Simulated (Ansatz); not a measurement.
# C₂H₈SSi: basis-set convergence

Aim: see how fast density functionals and correlated methods converge with the basis set for C₂H₈SSi.

Method: one geometry, several basis sets; program: Ansatz 0.2.0, Gaussian basis.

Levels to be run: PBE0-D4/def2-SVP; ωB97M-V/def2-SVP; PBE0-D4/def2-QZVPP; ωB97M-V/def2-QZVPP; CCSD(T)/cc-pV(D+d)Z; CCSD(T)/cc-pV(T+d)Z; CCSD(T)/cc-pV(Q+d)Z; the functionals' def2-TZVPP values are taken from earlier runs.

**1. The relaxed structure**

An earlier PBE0-D4 in a triple-zeta def2 set relaxation fixed the geometry.

12 atoms, charge 0, spin multiplicity 1.

Atoms are counted from 1 here; the program's logs count them from 0.

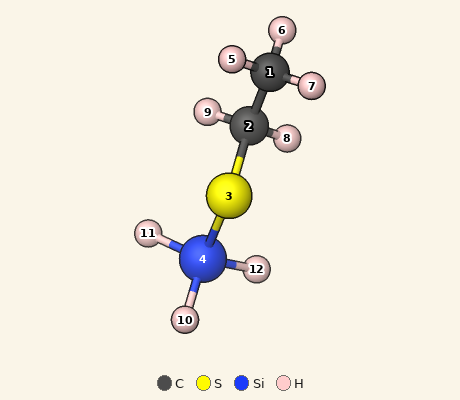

The structure; carbon dark grey, sulfur yellow, silicon blue, hydrogen pink; atoms are numbered from 1 in the order of the file.

As a file:

```
C    -0.25477    1.97343    0.68779
C    -0.23959    0.47151    0.49063
S     0.61663    0.06681   -1.07230
Si    0.45238   -2.04920   -1.01518
H     0.76000    2.37305    0.73862
H    -0.76768    2.22480    1.61944
H    -0.77474    2.47164   -0.13287
H    -1.25700    0.07720    0.44463
H     0.28199   -0.02138    1.31386
H     1.10842   -2.55597   -2.24511
H     1.12395   -2.60989    0.18879
H    -0.97269   -2.47700   -0.98431
```

**2. PBE0-D4 in def2-SVP**

in.yaml reads:

```yaml
crystal:
  periodic: [false, false, false]
  atoms:
    - {symbol: C, position_ang: [-0.254772, 1.973428, 0.687789]}
    - {symbol: C, position_ang: [-0.239589, 0.471506, 0.490628]}
    - {symbol: S, position_ang: [0.616632, 0.066815, -1.072300]}
    - {symbol: Si, position_ang: [0.452376, -2.049204, -1.015178]}
    - {symbol: H, position_ang: [0.760003, 2.373048, 0.738621]}
    - {symbol: H, position_ang: [-0.767682, 2.224802, 1.619443]}
    - {symbol: H, position_ang: [-0.774738, 2.471639, -0.132874]}
    - {symbol: H, position_ang: [-1.257000, 0.077196, 0.444626]}
    - {symbol: H, position_ang: [0.281994, -0.021376, 1.313862]}
    - {symbol: H, position_ang: [1.108418, -2.555968, -2.245107]}
    - {symbol: H, position_ang: [1.123952, -2.609888, 0.188794]}
    - {symbol: H, position_ang: [-0.972693, -2.476997, -0.984306]}
basis:
  gaussian: {orbitals: def2-SVP}
hamiltonian: {xc: pbe0, dispersion: d4}
output: {orbitals: {seedname: orbitals}}
```

On the command line:

```
$ ansatz run in.yaml --threads 2 --pin off --events-out ev --progress --plain --max-ram 32768MiB --backend cpu
```

The runs that follow: ωB97M-V in def2-SVP; PBE0-D4 in def2-QZVPP; ωB97M-V in def2-QZVPP; CCSD(T) in cc-pV(D+d)Z; CCSD(T) in cc-pV(T+d)Z; CCSD(T) in cc-pV(Q+d)Z.

Before running them: what should the planned runs give, taken together? Wanted: MP2 correlation recovered, cc-pV(D+d)Z; MP2 correlation recovered, cc-pV(T+d)Z; MP2 correlation recovered, cc-pV(Q+d)Z; CCSD(T) limit from def2 sets; PBE0-D4: double and triple zeta above quadruple; ωB97M-V: double and triple zeta above quadruple.

**Answer**, as computed:

| quantity | value |
| --- | --- |
| MP2 correlation recovered, cc-pV(D+d)Z | 71.5 % |
| MP2 correlation recovered, cc-pV(T+d)Z | 89.1 % |
| MP2 correlation recovered, cc-pV(Q+d)Z | 95.5 % |
| CCSD(T) limit from def2 sets (earlier runs) less the limit of this series | -84 meV |
| PBE0-D4: double and triple zeta above quadruple | 9.70, 0.73 eV |
| ωB97M-V: double and triple zeta above quadruple | 9.85, 0.69 eV |

What this shows: PBE0-D4 gains 8.97 eV from double to triple zeta, then 0.73 eV more. In cc-pV(D+d)Z MP2 holds 71 % of its limit, in cc-pV(Q+d)Z 95 %, while Hartree-Fock is within 0.100 eV in the largest set. A limit from the def2 sets, made apart, differs by 84 meV, a least measure of the doubt on such a limit. Total energies overstate the basis error of differences, where much of it tends to cancel. The LUMO of ωB97M-V is positive and keeps falling with the basis (2.55 to 1.52 eV): an unbound level that the basis holds in place.
